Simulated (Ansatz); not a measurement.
## Diamond (Fd-3m, 2 atoms a cell): the PBE gap against the wavefunction cutoff

Wanted: the cheapest wavefunction cutoff that holds the PBE gap of Diamond (Fd-3m, 2 atoms a cell).

Main program and level: Ansatz 0.2.0; DFT, PBE, plane waves, PAW; PAW set soft_1.

## Step 1: The structure

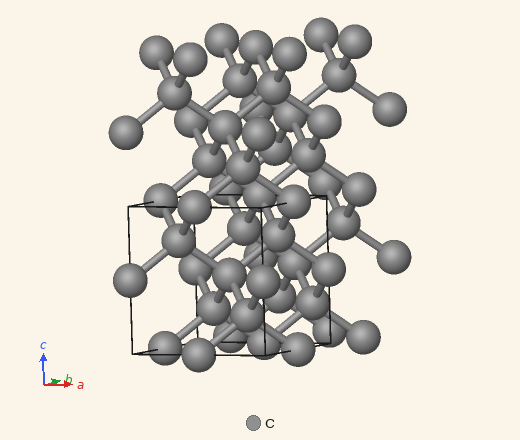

The cell as given, slightly off an axis (carbon grey). 1×2×2 cells are drawn. This picture shows the conventional cell, with its axes. Some periodic images of atoms are drawn too.

The cell and positions come from the Crystallography Open Database and are kept as given unless a step says otherwise.

## Step 2: Wavefunction cutoff: 190 eV

The input, input.yaml:

```yaml
crystal:
  lattice:
    - [0.0, 1.78337, 1.78337]
    - [1.78337, 0.0, 1.78337]
    - [1.78337, 1.78337, 0.0]
  atoms:
    - { symbol: C, position: [0.0, 0.0, 0.0] }
    - { symbol: C, position: [0.25, 0.25, 0.25] }
kpoints:
  mp_grid: { grid: [12, 12, 12] }
  band_path:
    path:
      - [0.0, 0.0, 0.0]
      - [0.5, 0.0, 0.5]
      - [0.625, 0.25, 0.625]
      - [0.375, 0.375, 0.75]
      - [0.5, 0.5, 0.5]
      - [0.5, 0.25, 0.75]
      - [0.35, 0.0, 0.35]
    npoints: 1
hamiltonian:
  xc: pbe
  pseudopotentials: { kind: paw, azcp: { folder: soft_1 } }
scf:
  occupations: { method: fermi_dirac, width: 0.02 }
  n_extra_bands: 4
  max_iter: 80
output:
  eigenvalues: true
  forces: true
  stress: true
  write_density: true
  write_potential: true
  elf: true
  volumetric_format: npy
basis:
  ecutwfc: 190.0
```

On the command line:

```
$ ansatz run input.yaml --threads 3 --pin off --max-ram 92160MiB --backend cuda --events-out ev --progress --plain --runs-dir out --devices 1 --max-vram 13GiB
```

Numbers of over 12 decimals in the logs are rounded to 6 here.

The log of the run:

```text
Warning: basis.ecutwfc = 190 eV is below the records' recommended 420 eV, and the density's cutoff is lower with it unless basis.ecutrho_ratio is high enough to keep the records' density cutoff: compare with a run at a higher cutoff
scf.n_extra_bands = 4 over 4 filled bands (N_el = 8.0): the run solves 8 bands
GPUs: using 1 of 1 available (devices: 1).
Engine: ansatz 0.2.0, x86_64-unknown-linux-gnu
Pseudopotentials: kind: paw
Pseudopotential: C, paw, valence charge 4, recommended cutoff 420 eV (normal), soft_1/C.paw.azcp
Functional definition: PBE
  parameter kappa = 0.804
  parameter beta = 0.066725
  exchange = pbe_x(kappa = kappa, mu = beta*pi^2/3)
  correlation = pbe_c(beta = beta)
device memory: the entry about to start is reckoned to put 1.2 GiB on a device that reports 39.7 GiB free (of which the cap on the GPU budget leaves the run 13.0 GiB)
GPU FFT provider: cuFFT
GPU libraries: cuBLAS 13.8.2, cuFFT 12.4.0, cuSOLVER 12.3.4
Crystal: 2 atoms, lattice volume = 11.344 Å³
Basis set: ecut = 190 eV, 65 PW (Γ), exchange–correlation on 24×24×24 points (8 copies of the dense FFT grid, shifted against one another)
Bands: 8, of which v1, the nominal top of the filled ones, is band 4 counted from 1 (3 counted from 0)
Symmetry: 48 space group operations
Space group: Fd-3m (ITA 227), of the structure as read, at distance tolerance 2.2e-5 Å
k-points: 72 of 1728
Non-local potential: C, projectors of the file, l = 0: 2, l = 1: 2, l = 2: 1
PAW form: soft (Blöchl's): semilocal exchange-correlation on the pseudo side does not see the compensation charge
PAW one-centre angular grid: C, 110 points (default); XC on 64 Gauss nodes
Initial density: superposition of atomic densities (chi_scale 0.1, normalization cell)
Initial wavefunctions: pseudopotential atomic-orbital guess
GPU buffer pool allocated for 1728 grid points (all kernels)
GPU transforms: local potential and band sums: the whole-box path, slower on large boxes, on 12×12×12 (no pruned transform is built for box sides of 12 points)
Functional: x = pbe(κ = 0.804, μ = 0.219515), c = pbe(β = 0.066725)
SCF iter   1: F=—  HF=-497.872626 eV  |F-HF|=—  |Δ(HF+E_count)|=         —  Δρ=1.46e-1  dr2=1.26e0  ethr=3.10e-3  ⟨swp⟩=4.0  Hψ=3690  notcnv=0
preconditioner: auto → none  [insulator: Δε(μ)=3.835 eV  Ē_g=19.934 eV  σ=0.020 eV  W_gap=1.00  n_scr=0 (ndim 8)  ℏωp=31.2 eV  f_vac=0.000  D(μ)=0.00/eV (n_scr^D=0)  ε∞_Penn≈3.4]
SCF iter   2: F=—  HF=-497.649969 eV  |F-HF|=—  |Δ(HF+E_count)|=   2.23e-1  Δρ=7.03e-2  dr2=2.84e-1  ethr=3.10e-3  ⟨swp⟩=2.0  Hψ=1438  notcnv=0
SCF iter   3: F=—  HF=-497.597683 eV  |F-HF|=—  |Δ(HF+E_count)|=   5.23e-2  Δρ=1.78e-3  dr2=1.60e-4  ethr=3.10e-3  ⟨swp⟩=2.8  Hψ=1014  notcnv=0
SCF iter   4: F=—  HF=-497.597878 eV  |F-HF|=—  |Δ(HF+E_count)|=   1.96e-4  Δρ=4.16e-4  dr2=5.32e-6  ethr=2.00e-6  ⟨swp⟩=2.4  Hψ=860  notcnv=0
SCF iter   5: F=—  HF=-497.597612 eV  |F-HF|=—  |Δ(HF+E_count)|=   2.67e-4  Δρ=2.23e-5  dr2=1.93e-8  ethr=1.25e-9  ⟨swp⟩=6.5  Hψ=3866  notcnv=0
SCF iter   6: F=-497.597612 eV  HF=-497.597612 eV  |F-HF|=7.73e-11  |Δ(HF+E_count)|=   1.98e-8  Δρ=1.18e-6  dr2=6.27e-11  ethr=2.41e-10  ⟨swp⟩=4.1  Hψ=2544  notcnv=0
SCF 1 converged in 6 iterations: F = -497.597612 eV  dr2 = 6.27e-11
[...]
device memory: the entry about to start is reckoned to put 0.6 GiB on a device that reports 39.7 GiB free (of which the cap on the GPU budget leaves the run 13.0 GiB)
NSCF: frozen V_eff on 7 k-points
SCF converged after 6 iterations
Free energy (F): -497.597612 eV
Harris-Foulkes:  -497.597612 eV  (|F-HF|=7.73e-11)
Internal energy: -497.597612 eV  (E = F + TS)
E sigma→0 (E₀):  -497.597612 eV
Fermi energy:    15.828102 eV
--- Per-component energies (eV) ---
  E_band       = 36.979437
  E_kinetic    = 182.383151
  E_local      = -101.701578  (includes V_loc(G=0)·N_el)
  E_nonlocal   = 39.277906
  E_hartree    = 24.928057
  E_xc         = -97.814098
  E_vxc        = -120.961644  (∫ρ·V_xc dr)
  E_paw        = -196.711045  (= ΣΔE_a)
  E_vpaw       = -11.875828  (= ΣTr[D̂ρ^β])
  E_aug_tail   = 0.001358  (compensation charges beyond the density's cutoff)
  E_ewald      = -347.961363
  E_smearing   = -0.000000  (= −TS)
  E_closure    = 0.000000  (closes the sum)
  Σ components = -497.597612   (vs F -497.597612, Δ=0.00e0)
--- Forces (eV/Å), atoms counted from 1 ---
  atom   1  C      0.00000000     0.00000000     0.00000000
  atom   2  C      0.00000000    -0.00000000     0.00000000
  max |Σ_I F_I| component: 1.30e-16 eV/Å
--- Stress (GPa, compression-positive) ---
       43.063613      -0.000000       0.000000
        0.000000      43.063613       0.000000
        0.000000      -0.000000      43.063613
  P = ⅓ Tr σ = 43.0636 GPa (430.636 kbar)
--- Band table (eV; the first three rows and the last of 72) ---
  k-point 0: bands = ["-8.2856", "14.1407", "14.1407", "14.1407", "19.4145", "19.4145", "19.4145", "26.2766"]
  k-point 1: bands = ["-8.0878", "12.8240", "13.8161", "13.8161", "20.0051", "20.0051", "20.2689", "26.5931"]
  k-point 2: bands = ["-7.5054", "10.1533", "13.1205", "13.1205", "20.9372", "20.9372", "21.1354", "27.4920"]
  k-point 71: bands = ["1.3248", "1.3248", "5.3190", "5.3190", "24.6125", "24.6125", "25.9783", "25.9783"]
```

Run time: 9.6 s. Hardware: 1 × NVIDIA H100 80GB HBM3 (shared by 6 runs) with 3 threads of AMD EPYC 7R13 (Zen 3), shared host; peak memory 0.88 GiB.

The column dr2 measures how far the density is from self-consistency, as an energy; F and HF (Harris–Foulkes) agree once it is small.

Numbers from this step:

| Property | Result |
| --- | --- |
| pressure | 43.06 GPa |
| gap | 3.359 eV |
| valence top at | Γ |
| conduction bottom at | k = (0.350, 0.000, 0.350) |
| least direct gap | 5.274 eV |

The gap is indirect, with the least direct gap 1.91 eV higher.

## Step 3: Wavefunction cutoff: 290 eV

input.yaml, as its differences from that of step 2:

```diff
@@ -24,3 +24,3 @@
 scf:
-  occupations: { method: fermi_dirac, width: 0.02 }
+  occupations: { method: fixed }
   n_extra_bands: 4
@@ -31,7 +31,3 @@
   stress: true
-  write_density: true
-  write_potential: true
-  elf: true
-  volumetric_format: npy
 basis:
-  ecutwfc: 190.0
+  ecutwfc: 290.0
```

The log of the run:

```text
[...]
GPUs: using 1 of 1 available (devices: 1).
[...]
GPU FFT provider: cuFFT
GPU libraries: cuBLAS 13.8.2, cuFFT 12.4.0, cuSOLVER 12.3.4
Crystal: 2 atoms, lattice volume = 11.344 Å³
Basis set: ecut = 290 eV, 137 PW (Γ), exchange–correlation on 30×30×30 points (8 copies of the dense FFT grid, shifted against one another)
[...]
Free energy (F): -501.393789 eV
[...]
Internal energy: -501.393789 eV  (E = F + TS)
E sigma→0 (E₀):  -501.393789 eV
Fermi energy:    13.364659 eV
[...]
--- Stress (GPa, compression-positive) ---
        3.238863      -0.000000      -0.000000
       -0.000000       3.238863      -0.000000
        0.000000       0.000000       3.238863
  P = ⅓ Tr σ = 3.2389 GPa (32.389 kbar)
--- Band table (eV; the first three rows and the last of 72) ---
[...]
[key lines of the parts left out:]
SCF converged after 6 iterations
```

The job ended after 6.8 s (1 × NVIDIA H100 80GB HBM3 (shared by 6 runs) with 3 threads; peak memory 0.86 GiB; 5.7 s of CPU time).

Numbers from this step:

```yaml
pressure: 3.239 GPa
gap: 4.129 eV
valence_top_at: Γ
conduction_bottom_at: k = (0.350, 0.000, 0.350)
least_direct_gap: 5.595 eV
```

The gap is 4.129 eV, +0.770 eV from the run before at this level.

## Step 4: Wavefunction cutoff: 420 eV (the default)

input.yaml, the sections that differ from step 3:

```yaml
kpoints:
  mp_grid: { grid: [12, 12, 12] }
  band_path:
    path:
      - [[0.0, 0.0, 0.0], [0.5, 0.0, 0.5], [0.625, 0.25, 0.625]]
      - [[0.375, 0.375, 0.75], [0.0, 0.0, 0.0], [0.5, 0.5, 0.5], [0.5, 0.25, 0.75], [0.5, 0.0, 0.5]]
    npoints: 10
scf:
  occupations: { method: fermi_dirac, width: 0.02 }
  n_extra_bands: 4
output:
  eigenvalues: true
  forces: true
  stress: true
  write_density: true
  write_potential: true
  elf: true
  volumetric_format: npy
# crystal, hamiltonian: as in step 3
# basis: removed
```

The log of the run:

```text
[...]
GPUs: using 1 of 1 available (devices: 1).
[...]
GPU FFT provider: cuFFT
GPU libraries: cuBLAS 13.8.2, cuFFT 12.4.0, cuSOLVER 12.3.4
Crystal: 2 atoms, lattice volume = 11.344 Å³
Basis set: ecut = 420 eV, 229 PW (Γ), exchange–correlation on 36×36×36 points (8 copies of the dense FFT grid, shifted against one another)
[...]
Free energy (F): -501.614533 eV
[...]
Internal energy: -501.614533 eV  (E = F + TS)
E sigma→0 (E₀):  -501.614533 eV
Fermi energy:    15.420066 eV
[...]
--- Stress (GPa, compression-positive) ---
        1.793653       0.000000       0.000000
       -0.000000       1.793653       0.000000
       -0.000000       0.000000       1.793653
  P = ⅓ Tr σ = 1.7937 GPa (17.937 kbar)
--- Band table (eV; the first three rows and the last of 72) ---
[...]
[key lines of the parts left out:]
SCF converged after 6 iterations
```

The job ended after 12 s (1 × NVIDIA H100 80GB HBM3 (shared by 6 runs) with 3 threads; peak memory 0.88 GiB; 9.3 s of CPU time).

This step gave:

```yaml
pressure: 1.794 GPa
gap: 4.141 eV
valence_top_at: Γ
conduction_bottom_at: k = (0.350, 0.000, 0.350)
least_direct_gap: 5.592 eV
```

The gap is 4.141 eV, +0.012 eV from the run before at this level.

## Step 5: Wavefunction cutoff: 630 eV

input.yaml, the sections that differ from step 4:

```yaml
kpoints:
  mp_grid: { grid: [12, 12, 12] }
  band_path:
    path:
      - [0.0, 0.0, 0.0]
      - [0.5, 0.0, 0.5]
      - [0.625, 0.25, 0.625]
      - [0.375, 0.375, 0.75]
      - [0.5, 0.5, 0.5]
      - [0.5, 0.25, 0.75]
      - [0.35, 0.0, 0.35]
    npoints: 1
scf:
  occupations: { method: fixed }
  n_extra_bands: 4
  max_iter: 80
output:
  eigenvalues: true
  forces: true
  stress: true
basis:
  ecutwfc: 630.0
# crystal, hamiltonian: as in step 4
```

The log of the run:

```text
[...]
GPUs: using 1 of 1 available (devices: 1).
[...]
GPU FFT provider: cuFFT
GPU libraries: cuBLAS 13.8.2, cuFFT 12.4.0, cuSOLVER 12.3.4
Crystal: 2 atoms, lattice volume = 11.344 Å³
Basis set: ecut = 630 eV, 411 PW (Γ), exchange–correlation on 48×48×48 points (8 copies of the dense FFT grid, shifted against one another)
[...]
Free energy (F): -501.618543 eV
[...]
Internal energy: -501.618543 eV  (E = F + TS)
E sigma→0 (E₀):  -501.618543 eV
Fermi energy:    13.345477 eV
[...]
--- Stress (GPa, compression-positive) ---
        1.803511       0.000000      -0.000000
       -0.000000       1.803511       0.000000
       -0.000000       0.000000       1.803511
  P = ⅓ Tr σ = 1.8035 GPa (18.035 kbar)
--- Band table (eV; the first three rows and the last of 72) ---
[...]
[key lines of the parts left out:]
SCF converged after 6 iterations
```

Wall time 6.5 s (1 × NVIDIA H100 80GB HBM3 (shared by 6 runs) with 3 threads); peak memory 0.87 GiB.

Numbers from this step:

```
pressure             : 1.804 GPa
gap                  : 4.143 eV
valence top at       : Γ
conduction bottom at : k = (0.350, 0.000, 0.350)
least direct gap     : 5.594 eV
```

The gap is 4.143 eV, +0.002 eV from the run before at this level.

## Step 6: The series

Differences are against the last row; a negative gap means that bands overlap, and a run with a band path holds that path's time. Times are wall times on 1 × NVIDIA H100 80GB HBM3 (shared by 6 runs) with 3 threads of AMD EPYC 7R13 (Zen 3), shared host, good to a factor of about two.

```csv
wavefunction cutoff,gap (eV),direct gap (eV),gap error (eV),energy error (meV/atom),irreducible k,time
190 eV,3.359,5.274,−0.783,+2010.5,72,9.6 s
290 eV,4.129,5.595,−0.014,+112.4,72,6.8 s
420 eV,4.141,5.592,−0.002,+2.0,72,12 s
630 eV,4.143,5.594,+0.000,+0.0,72,6.5 s
```

## Step 7: Results

| Quantity | Value |
| --- | --- |
| 190 eV | 3.359 eV |
| 290 eV | 4.129 eV |
| 420 eV | 4.141 eV |
| 630 eV | 4.143 eV |

In words: The gap holds to 0.02 eV from 290 eV on. At 190 eV the gap is off by −0.783 eV and the energy by +2010 meV/atom.

[Paths, hosts, dates, memory and timing lines, banners, echoed tables and standing remarks are left out of the program output.]

[Logs are printed without paths, hosts, clocks, repeated set-up lines and the standing remarks that a program may print on its own settings, such as how far it seeks lower states.]

[Runs of the session that timed out or met a known fault of the program may be left out.]

[Cells called generated may have been cut or substituted from an entry of the Crystallography Open Database or the Materials Project.]

[Hosts, paths, dates, database ids (printed as entryN), source tags and the programs' standing remarks are cut or masked in the printed files.]
